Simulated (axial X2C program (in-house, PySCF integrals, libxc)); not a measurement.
# TiO⁻: bond curves with and without spin–orbit coupling

What are the state, bond length, wavenumber and bond energy of TiO⁻, and what does spin–orbit coupling change?

The runs use an in-house X2C program for linear molecules on PySCF integrals; all-electron X2C, Ti dyall-acv3z, O dyall-av3z.

All values are calculated.

## (1) The job

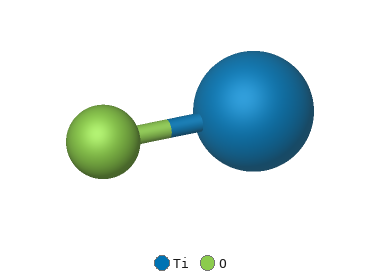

The two atoms at 1.740 Å (titanium blue, oxygen green).

Contents of task.json:

```json
{"zs": [22, 8], "q": -1, "bas": ["dyall-acv3z", "dyall-av3z"], "levels": ["PBE0", "HF", "PW91"], "cc": true, "r0": 1.74, "thr": -1.0, "nmax": 90, "npts": 10, "nst": 2, "ntry": 6}
```

Keys: zs atomic numbers; q charge; bas basis sets; levels methods (HF also brings MP2); cc coupled cluster on or off; r0 starting distance in Å; thr threshold in hartree for freezing inner shells (an s shell follows its p shell); nmax most natural virtual spinors; npts points asked for on the curve; nst determinants followed; ntry starts of the search.

The run is started by

```bash
> python so2c.py task.json out
```

Spin-free means the one-electron spin-free X2C Hamiltonian; two-component (2c) means X2C with spin–orbit coupling and atomic mean-field two-electron Coulomb and Gaunt terms. Basis: Ti dyall-acv3z contracted to [11s11p7d4f2g], O dyall-av3z contracted to [7s6p3d2f]; Gaussian nuclei, density fitting. Masses: Ti 47.948 u, O 15.995 u.

Notation: σ, π±, δ± give the projection m of an orbital's angular momentum (0, ±1, ±2), α and β its spin, Λ and M_S the sums; ω is the projection of a spinor's total angular momentum and Ω the sum. Logs are in hartree.

The results follow Hamiltonian by Hamiltonian and level by level.

## (2) State search with PBE0

PBE0 moves the distance from 1.740 Å to 1.630 Å and compares determinants there.

Spin-free determinants:

```
ΔE (eV)             state                         open shells
   0.00  M_S = 1/2, Λ = 2           beyond closed shells: δ+α
   0.71  M_S = 3/2, Λ = 3  beyond closed shells: σα, π+α, δ+α
   0.76  M_S = 3/2, Λ = 1  beyond closed shells: σα, π-α, δ+α
   0.95  M_S = 3/2, Λ = 2   beyond closed shells: 2 × σα, δ+α
   1.01  M_S = 3/2, Λ = 0  beyond closed shells: σα, δ+α, δ-α
   1.13  M_S = 1/2, Λ = 1  beyond closed shells: σα, π-β, δ+α
   1.13  M_S = 1/2, Λ = 3  beyond closed shells: σα, π+β, δ+α
```

Two-component determinants:

```tsv
ΔE (eV)	state	open shells
0.00	Ω = 3/2	excess of +ω over −ω: ω = 3/2
0.03	Ω = 5/2	excess of +ω over −ω: ω = 5/2
0.74	Ω = 9/2	excess of +ω over −ω: ω = 1/2, ω = 3/2, ω = 5/2
0.77	Ω = 1/2	excess of +ω over −ω: ω = 1/2
0.95	Ω = 1/2	excess of +ω over −ω: 2 × ω = -1/2, ω = 3/2
0.98	Ω = 7/2	excess of +ω over −ω: 2 × ω = 1/2, ω = 5/2
1.02	Ω = 3/2	excess of +ω over −ω: ω = 1/2, ω = -3/2, ω = 5/2
```

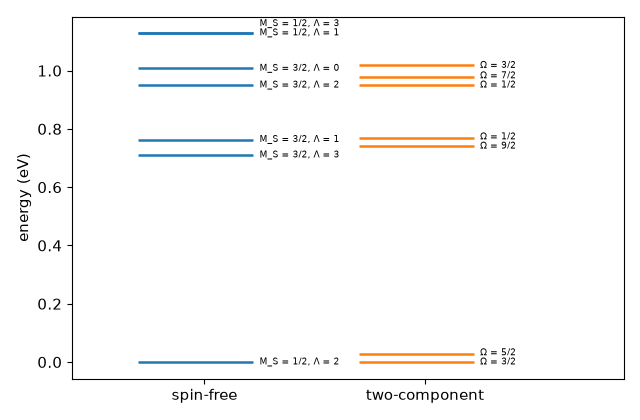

The determinants found, each set from its own lowest.

## (3) PBE0, spin-free

State followed: M_S = 1/2, Λ = 2 (beyond closed shells: δ+α). The scan is laid around 1.630 Å, a first estimate of the minimum, and this SCF restarts from the orbitals of the search.

Output at 1.630 Å:

```text
spin-free X2C-1e  PBE0
basis functions 179  fitting functions 979  grid points 5073
iter        total energy     max residual
   1       -928.896378907     5.96e-05
   2       -928.896378963     1.13e-04
   3       -928.896379009     6.31e-05
   4       -928.896379086     1.87e-05
   5       -928.896379091     1.38e-05
converged
one-electron -1393.37665358  Coulomb 458.15927284  exact exchange -12.40606500  xc functional -38.41108619  nuclear repulsion 57.13815284
```

Along the bond, energies from the lowest point:

```tsv
R (Å)	E (eV)	μ (D)	HOMO (eV)	LUMO (eV)	iterations
1.418	1.3728	3.69	0.47	1.68	48
1.483	0.5819	3.10	0.41	1.69	42
1.532	0.2328	2.66	0.37	1.71	45
1.581	0.0497	2.22	0.32	1.72	42
1.630	0.0000	1.80	0.27	1.73	5
1.687	0.0734	1.32	0.21	1.74	45
1.744	0.2541	0.86	0.15	1.75	42
1.817	0.5957	0.29	0.08	1.75	43
1.907	1.1154	-0.35	0.00	1.76	42
2.038	1.9471	-1.19	-0.10	1.76	39
```

Dipoles are positive if O is the positive end and refer to the centre of mass.

Outer orbitals at the reference distance:

```json
{"symmetry": "π-β", "occupied": "yes", "ε (eV)": "-34.78", "atomic character": "98% Ti p"}
{"symmetry": "π+β", "occupied": "yes", "ε (eV)": "-34.78", "atomic character": "98% Ti p"}
{"symmetry": "σβ", "occupied": "yes", "ε (eV)": "-19.06", "atomic character": "69% O s, 11% Ti d, 9% Ti p"}
{"symmetry": "σα", "occupied": "yes", "ε (eV)": "-18.89", "atomic character": "69% O s, 12% Ti d, 9% Ti p"}
{"symmetry": "σα", "occupied": "yes", "ε (eV)": "-4.10", "atomic character": "67% O p, 24% Ti d, 3% Ti p"}
{"symmetry": "σβ", "occupied": "yes", "ε (eV)": "-4.09", "atomic character": "71% O p, 20% Ti d, 3% Ti p"}
{"symmetry": "π-β", "occupied": "yes", "ε (eV)": "-3.97", "atomic character": "73% O p, 19% Ti d, 3% Ti f"}
{"symmetry": "π+β", "occupied": "yes", "ε (eV)": "-3.97", "atomic character": "73% O p, 19% Ti d, 3% Ti f"}
{"symmetry": "π+α", "occupied": "yes", "ε (eV)": "-3.90", "atomic character": "70% O p, 22% Ti d, 3% Ti p"}
{"symmetry": "π-α", "occupied": "yes", "ε (eV)": "-3.88", "atomic character": "70% O p, 21% Ti d, 3% Ti p"}
{"symmetry": "δ+α", "occupied": "yes", "ε (eV)": "-0.65", "atomic character": "98% Ti d"}
{"symmetry": "σα", "occupied": "yes", "ε (eV)": "-0.06", "atomic character": "68% Ti s, 9% O p, 9% Ti d"}
{"symmetry": "σβ", "occupied": "yes", "ε (eV)": "0.27", "atomic character": "70% Ti s, 16% Ti p, 6% O p"}
{"symmetry": "π-β", "occupied": "no", "ε (eV)": "1.73", "atomic character": "100% Ti p"}
{"symmetry": "π+β", "occupied": "no", "ε (eV)": "1.73", "atomic character": "100% Ti p"}
{"symmetry": "σβ", "occupied": "no", "ε (eV)": "1.74", "atomic character": "94% Ti p, 5% Ti s"}
{"symmetry": "π+α", "occupied": "no", "ε (eV)": "1.80", "atomic character": "100% Ti p"}
```

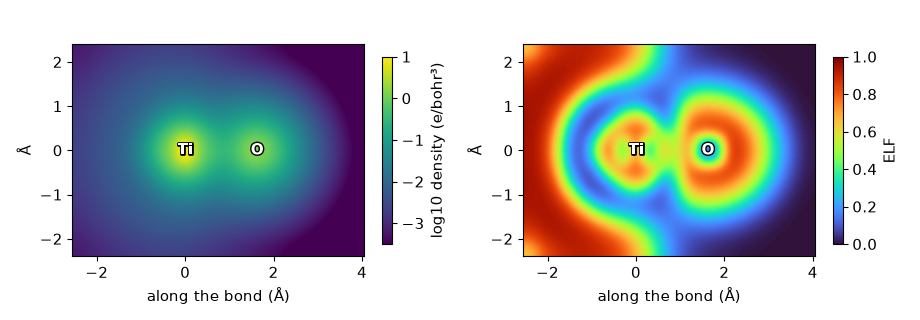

PBE0 fields in a plane through the axis, from a grid of 0.3 Å; Ti lies at z = 0 and O at z = 1.630 Å; the ELF is damped to zero where the density is low.

Re = 1.627 Å, ωe = 1007 cm⁻¹, ωexe = 4.09 cm⁻¹, Be = 0.5312 cm⁻¹, De = 6.64 eV, μ = 1.83 D.

## (4) HF, spin-free

The SCF at the reference distance of 1.630 Å:

```text
spin-free X2C-1e  HF
basis functions 179  fitting functions 979  grid points 5073
iter        total energy     max residual
   1       -927.703487886     1.91e-01
   2       -927.730373432     3.40e-02
   3       -927.738240711     5.89e-02
   4       -927.740863109     7.08e-03
   5       -927.741219651     5.12e-03
   6       -927.741350296     2.52e-03
   7       -927.741439012     1.37e-03
   8       -927.741522670     1.93e-03
   9       -927.741575706     1.67e-03
  10       -927.741597746     4.99e-04
  11       -927.741604398     2.46e-04
  12       -927.741606901     2.78e-04
  13       -927.741608088     1.31e-04
  14       -927.741608626     6.77e-05
  15       -927.741608897     7.42e-05
  16       -927.741608986     4.39e-05
  17       -927.741609005     7.96e-06
  18       -927.741609008     6.35e-06
  19       -927.741609009     3.82e-06
  20       -927.741609009     1.21e-06
converged
one-electron -1392.00094121  Coulomb 456.83386897  exact exchange -49.71268960  xc functional 0.00000000  nuclear repulsion 57.13815284
```

No constants are quoted: the solution changes its character somewhere along the scan, so the fit is set aside.

## (5) PW91, spin-free

Output at 1.630 Å:

```text
spin-free X2C-1e  PW91
basis functions 179  fitting functions 979  grid points 5073
iter        total energy     max residual
   1       -929.214542247     7.19e-02
   2       -929.217036540     4.65e-02
   3       -929.217362091     4.08e-02
   4       -929.220249991     4.29e-03
   5       -929.220437130     1.48e-03
   6       -929.220464001     2.85e-04
   7       -929.220466466     2.37e-04
   8       -929.220467553     7.85e-05
   9       -929.220467728     4.63e-05
  10       -929.220467766     1.76e-05
  11       -929.220467778     8.20e-06
  12       -929.220467781     5.13e-06
converged
one-electron -1393.66582493  Coulomb 458.44481839  exact exchange 0.00000000  xc functional -51.13761408  nuclear repulsion 57.13815284
```

Re = 1.641 Å, ωe = 968 cm⁻¹, ωexe = 4.2 cm⁻¹, Be = 0.5222 cm⁻¹, De = 7.28 eV, μ = 1.85 D.

## (6) Correlated methods, spin-free

Correlated methods: 11 electrons correlated (frozen shells, counted by type: Ti 3 s, 2 p; O 1 s), 297 virtual spinors in MP2, 90 natural virtuals in coupled cluster.

Output of the correlated part at 1.630 Å:

```text
correlated 11  virtual 297  natural virtual 90  E(MP2) -0.377418422  MP2 remainder -0.021330891
iter   CCSD correlation   residual
   1     -0.318036123   2.82e-01
   2     -0.341274639   1.93e-01
   3     -0.348860551   7.07e-02
   4     -0.349912410   3.44e-02
   5     -0.350632094   1.74e-02
   6     -0.350898488   9.49e-03
   7     -0.350914438   5.49e-03
   8     -0.350970153   2.65e-03
   9     -0.351021797   1.51e-03
  10     -0.350979113   8.89e-04
  11     -0.351012877   5.14e-04
  12     -0.351005421   2.67e-04
  13     -0.351003944   1.36e-04
  14     -0.351001837   7.78e-05
  15     -0.351000042   4.47e-05
  16     -0.350999212   2.72e-05
  17     -0.350999100   1.69e-05
  18     -0.350998826   1.06e-05
  19     -0.350998799   6.92e-06
  20     -0.350998708   4.36e-06
  21     -0.350998706   2.69e-06
(T) -0.026425858  T1 0.0761  D1 0.1887  max T2 0.178
```

T1 in the output is the amplitude norm over the root of the electron number; divide by √2 for the Lee–Taylor value.

MP2: No constants are quoted: the reference changes its character somewhere along the scan, so the fit is set aside.

CCSD: No constants are quoted: the reference changes its character somewhere along the scan, so the fit is set aside.

CCSD(T): No constants are quoted: the reference changes its character somewhere along the scan, so the fit is set aside.

## (7) A higher determinant, spin-free

State: M_S = 3/2, Λ = 3 (beyond closed shells: σα, π+α, δ+α).

Output at the reference distance:

```text
spin-free X2C-1e  PBE0
basis functions 179  fitting functions 979  grid points 5073
iter        total energy     max residual
   1       -928.870278156     4.84e-05
   2       -928.870278192     3.39e-05
   3       -928.870278216     2.15e-05
   4       -928.870278222     2.39e-05
   5       -928.870278232     9.35e-06
converged
one-electron -1392.82391262  Coulomb 457.65007563  exact exchange -12.41361388  xc functional -38.42098020  nuclear repulsion 57.13815284
```

```tsv
R (Å)	E above the lowest PBE0 point (eV)
1.418	2.009
1.483	1.261
1.532	0.934
1.581	0.761
1.630	0.710
1.687	0.768
1.744	0.918
1.817	1.202
1.907	1.634
```

Re = 1.630 Å, ωe = 941 cm⁻¹, ωexe = 4.97 cm⁻¹, Be = 0.5291 cm⁻¹, μ = 0.79 D. Te = 0.71 eV.

## (8) The spin-free curves together

Energy (eV) of the followed determinant, spin-free, from each level's lowest point:

```tsv
R (Å)	PBE0	HF (jumps)	MP2 (its reference jumps)	CCSD (its reference jumps)	CCSD(T) (its reference jumps)	PW91
1.418	1.373	1.550	1.727	n/a	n/a	1.496
1.483	0.582	0.705	0.782	0.765	0.863	0.667
1.532	0.233	0.312	0.348	0.344	0.409	0.290
1.581	0.050	0.087	0.098	0.101	0.134	0.079
1.630	0.000	0.000	0.000	0.000	0.005	0.000
1.687	0.073	0.035	0.040	0.025	0.000	0.039
1.744	0.254	0.181	0.215	0.171	0.122	0.184
1.817	0.596	0.478	0.601	0.491	0.426	0.479
1.907	1.115	0.719	3.028	n/a	n/a	0.945
2.038	1.947	0.933	3.607	n/a	n/a	1.712
```

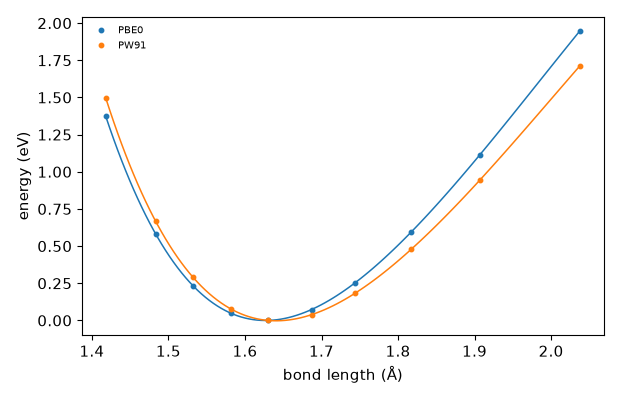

Curves of the followed state, spin-free, each from its own lowest point. Left out: HF, MP2, CCSD, CCSD(T).

(Part 1 of 2 ends here.)
